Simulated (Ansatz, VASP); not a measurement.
# NaCl: VASP beside Ansatz, part 2 of 2

Aim: how closely do two programs agree when they are given the same cell, functional and k mesh?  The cell comes out of the VASP series on this material, whose earlier steps may have relaxed, scaled or displaced it; both programs get it as it stands.

VASP 6.6.1 and Ansatz 0.2.0.

So far. Step 2 (Ansatz: single point, PBEsol): The run ends at a pressure of 0.10 GPa. Step 3 (VASP: single point, PBEsol): The run ends at a pressure of -0.05 GPa.

**5. VASP: band structure, PBEsol (continued)**

Level of this step: PBEsol; plane waves and PAW (Na_pv, Cl) (VASP).

Numbers of over 12 decimals in the logs are rounded to 6 here.

From OUTCAR (step 5):

```text
  Total       -0.0134253     -0.0134253     -0.0134253      0.0000000      0.0000000      0.0000000
  in kB       -0.4912727     -0.4912727     -0.4912727      0.0000000      0.0000000      0.0000000
  external PRESSURE =      -0.4912727 kB  Pullay stress =       0.0000000 kB

 POSITION                                       TOTAL-FORCE (eV/Angst)
 -----------------------------------------------------------------------------------
      0.00000      0.00000      0.00000         0.000000      0.000000     -0.000000
      2.79744      2.79744      2.79744        -0.000000     -0.000000      0.000000
 -----------------------------------------------------------------------------------
    total drift:                                0.000000      0.000000      0.000000

  FREE ENERGIE OF THE ION-ELECTRON SYSTEM (eV)
  ---------------------------------------------------
  free  energy   TOTEN  =        -6.9979608201 eV

  energy  without entropy=       -6.9979608201  energy(sigma->0) =       -6.99796082

[... 1 part as in an earlier step ...]

[... 2 further parts left out ...]
[key lines of the parts left out:]
E-fermi :  -0.3202
```

The run ends at a pressure of -0.05 GPa.

**6. Ansatz: band structure, PBEsol**

The same cell, functional, mesh and smearing now go to Ansatz, which takes its cutoff from its data sets.

The cell comes out of the VASP series on this material, whose earlier steps may have relaxed, scaled or displaced it; both programs get it as it stands.

input.yaml

```yaml
crystal:
  lattice:
    - [0.0, 2.7974399408, 2.7974399408]
    - [2.7974399408, 0.0, 2.7974399408]
    - [2.7974399408, 2.7974399408, 0.0]
  atoms:
    - { symbol: Na, position: [0.0, 0.0, 0.0] }
    - { symbol: Cl, position: [0.5, 0.5, 0.5] }
hamiltonian:
  xc: pbesol
  pseudopotentials: { kind: paw }
kpoints:
  mp_grid: { grid: [7, 7, 7] }
  band_path:
    path:
      - [0.0, 0.0, 0.0]
      - [0.16667, 0.0, 0.16667]
      - [0.33333, 0.0, 0.33333]
      - [0.5, 0.0, 0.5]
      - [0.5, 0.08333, 0.58333]
      - [0.5, 0.18333, 0.68333]
      - [0.5, 0.25, 0.75]
      - [0.45, 0.3, 0.75]
      - [0.40833, 0.34167, 0.75]
      - [0.35, 0.35, 0.7]
      - [0.225, 0.225, 0.45]
      - [0.075, 0.075, 0.15]
      - [0.03333, 0.03333, 0.03333]
      - [0.23333, 0.23333, 0.23333]
      - [0.4, 0.4, 0.4]
      - [0.51667, 0.46667, 0.51667]
      - [0.55833, 0.38333, 0.55833]
      - [0.60833, 0.28333, 0.60833]
      - [0.60833, 0.25, 0.64167]
      - [0.55833, 0.25, 0.69167]
      - [0.51667, 0.25, 0.73333]
      - [0.5, 0.3, 0.7]
      - [0.5, 0.38333, 0.61667]
      - [0.5, 0.48333, 0.51667]
      - [0.475, 0.475, 0.55]
      - [0.425, 0.425, 0.65]
      - [0.38333, 0.38333, 0.73333]
      - [0.59167, 0.18333, 0.59167]
      - [0.55, 0.1, 0.55]
      - [0.5, 0.0, 0.5]
    npoints: 1
scf:
  occupations: { method: gaussian, width: 0.05 }
  n_extra_bands: 7
output:
  forces: true
  stress: true
  eigenvalues: true
```

Launch:

```
$ ansatz run input.yaml --threads 2 --pin off --max-ram 4608MiB --backend cpu --events-out ev --progress --plain --runs-dir out
```

Log:

```text
[...]
Crystal: 2 atoms, lattice volume = 43.784 Å³
Basis set: ecut = 420 eV, 869 PW (Γ), exchange–correlation on 54×54×54 points (8 copies of the dense FFT grid, shifted against one another)
Bands: 15, of which v1, the nominal top of the filled ones, is band 8 counted from 1 (7 counted from 0)
Symmetry: 48 space group operations
[...]
k-points: 20 of 343
[...]
k-point 0: bands = [... 4 lower, -11.4639, 1.2331, 1.2331, 1.2331, 6.2581, 12.1502, 12.1502, 12.1502, ... 3 higher]
  k-point 1: bands = [... 4 lower, -11.3980, 0.7359, 1.1770, 1.1770, 6.9059, 11.5056, 12.3914, 12.3914, ... 3 higher]
  k-point 2: bands = [... 4 lower, -11.2445, -0.1450, 1.0560, 1.0560, 7.9664, 11.1116, 12.3915, 12.3915, ... 3 higher]
  k-point 19: bands = [... 4 lower, -11.0325, -0.1135, -0.0429, 0.5772, 9.9256, 10.4115, 11.1551, 12.9063, ... 3 higher]
[key lines of the parts left out:]
SCF converged after 7 iterations
Free energy (F): -2540.286607 eV
Fermi energy:    3.745901 eV
P = ⅓ Tr σ = 0.1005 GPa (1.005 kbar)
```

It took 0.46 s on 2 threads of Intel Xeon 6975P-C (Granite Rapids), shared host; peak memory 0.34 GiB; 0.78 s of CPU time.

**7. Differences**

Both answers:

```
                     quantity  Ansatz   VASP  difference
               pressure (GPa)    0.10  -0.05       +0.15
gap over the path points (eV)   5.025  5.020      +0.005
```

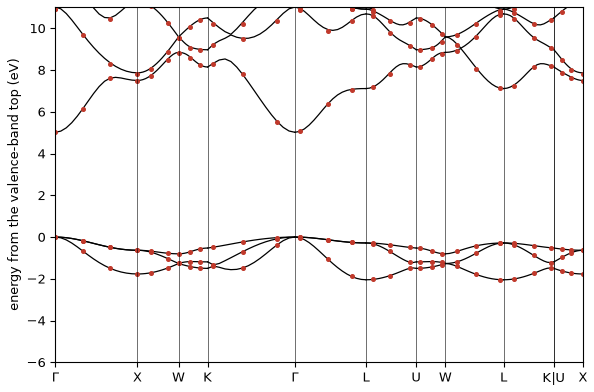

Bands from VASP (lines) and levels from Ansatz (dots). Dots without a line are higher empty bands that the VASP plot leaves out.

Levels at points of the path, from each program's valence-band top (eV; 3 filled, then empty):

```
k (reciprocal lattice)                             Ansatz                               VASP
     0.000 0.000 0.000    0.00 0.00 0.00 5.03 10.92 10.92    0.00 0.00 0.00 5.02 11.02 11.02
     0.167 0.000 0.167  -0.66 -0.17 -0.17 6.14 9.66 11.58  -0.67 -0.17 -0.17 6.14 9.72 11.68
     0.333 0.000 0.333  -1.49 -0.49 -0.49 7.60 8.31 10.46  -1.50 -0.49 -0.49 7.61 8.35 10.50
     0.500 0.000 0.500  -1.77 -0.63 -0.63 7.48 7.83 11.30  -1.77 -0.63 -0.63 7.50 7.87 11.30
     0.500 0.083 0.583  -1.71 -0.73 -0.68 7.73 8.06 11.06  -1.71 -0.73 -0.68 7.75 8.10 11.07
     0.500 0.183 0.683  -1.48 -1.03 -0.77 8.49 8.86 10.25  -1.48 -1.03 -0.78 8.52 8.90 10.28
     0.500 0.250 0.750   -1.27 -1.27 -0.80 8.81 9.55 9.55   -1.27 -1.27 -0.80 8.85 9.59 9.59
     0.450 0.300 0.750  -1.41 -1.18 -0.70 8.59 9.07 10.07  -1.41 -1.18 -0.70 8.62 9.11 10.10
     0.408 0.342 0.750  -1.48 -1.18 -0.57 8.22 8.96 10.38  -1.48 -1.18 -0.57 8.26 8.99 10.41
     0.350 0.350 0.700  -1.39 -1.33 -0.48 8.30 9.21 10.23  -1.39 -1.33 -0.48 8.33 9.24 10.26
```

Among the levels compared (up to four filled and three empty ones at each point), filled levels agree within 5 meV and empty ones within 107 meV.

**8. Outcome**

```json
{
  "difference in gap on the k mesh (single point, PBEsol)": "0.0055 eV",
  "difference in gap over the path points (band structure, PBEsol)": "0.0054 eV"
}
```

**Reading.** The difference in gap on the k mesh is 0.0055 eV (single point, PBEsol), within the 0.08 eV picked in this series as the mark of a large difference. 1 further run on this material is not shown. How closely two codes agree says nothing of how well the functional describes the real material.

[Lines on the potential files, build, host, timing and source positions are cut from VASP's logs without a mark.]

[Logs are printed without paths, hosts, clocks, repeated set-up lines and the standing remarks that a program may print on its own settings, such as how far it seeks lower states.]

[Hosts, paths, dates, database ids (printed as entryN), source tags and the programs' standing remarks are cut or masked in the printed files.]
